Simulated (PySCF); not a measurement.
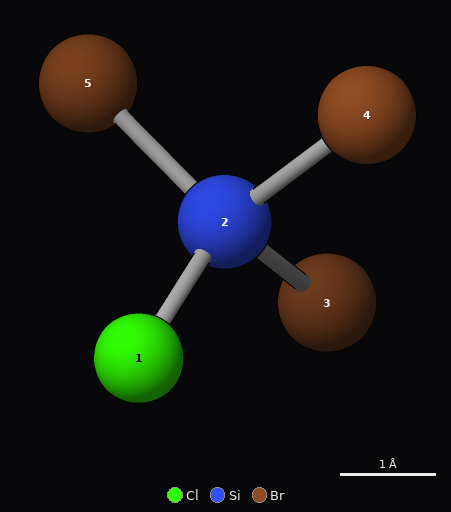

SiBr$_{3}$Cl, before the relaxation. The picture is a ball-and-stick view, seen at a tilt.

The start comes from GFN2-xTB. Its atoms were then displaced at random by about 0.01 Å.

Computed with PBE0-D3(BJ)/def2-SVP geometry optimisation, gas phase in PySCF 2.14.0, density-fitted response routines.

```xyz
5

Cl    0.0272    0.0761    2.0965
Si   -0.0037    0.0002    0.0870
Br    1.9224   -0.6753   -0.7141
Br   -0.3841    1.9654   -0.8332
Br   -1.5283   -1.4003   -0.6740
```

What does the optimiser find from here?

Answer. Si2 moves most after the best rigid fit: 0.070 Å. By element the largest moves are Si 0.070 Å, Br 0.061 Å, Cl 0.039 Å. Near-neighbour distances that change, for instance: Cl1–Si2 2.011 → 2.043 Å, Si2–Br5 2.206 → 2.197 Å, Si2–Br3 2.193 → 2.198 Å, Si2–Br4 2.203 → 2.198 Å. Bond angles that change, for instance: Br3–Si2–Br5 106.6° → 110.2°, Br3–Si2–Br4 105.9° → 109.4°, Cl1–Si2–Br5 112.3° → 108.9°. The energy falls by 0.049 eV in 10 geometry steps. The run took 2.1 min on 1 thread of Arm Neoverse V1, with other jobs on the host.

Final geometry:

```xyz
5

Cl    0.0129    0.0769    2.0598
Si    0.0085   -0.0075    0.0183
Br    1.9749   -0.6912   -0.6879
Br   -0.4045    1.9922   -0.7964
Br   -1.5583   -1.4044   -0.6318
```

The end point in the same view:

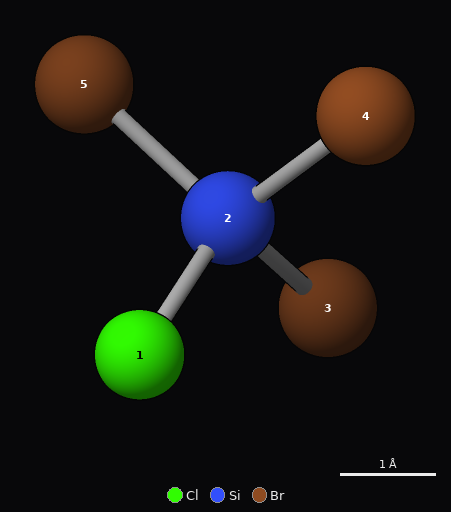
